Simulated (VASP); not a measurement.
Band structure of LiBr (rock salt). These are PBE GGA with D3 dispersion (Becke-Johnson damping), VASP's PBE PAW potentials (set 64) (plane waves; VASP) values and carry that method's errors.

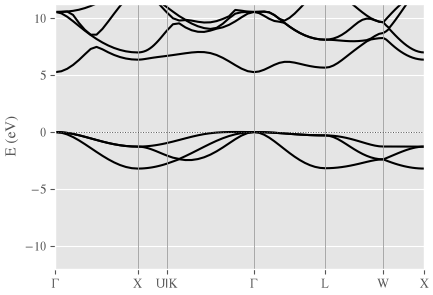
Bands along high-symmetry lines, zero at the valence-band maximum or, without a gap, the Fermi level

### Question
Read the plot: is there a gap, and where are the band edges?

### Answer
The gap is indirect, 5.26 eV, from the valence maximum at K-Γ at 0.79 to the conduction minimum at Γ. (Edges off the drawn lines would not show.)

Measured: gap 7.60 eV (computed value off by -2.34 eV), as given by Abedi et al., (2022), arXiv:2211.14644.

The compound is LiBr in the rock salt structure. It was relaxed first, which changed the volume by -7 %.
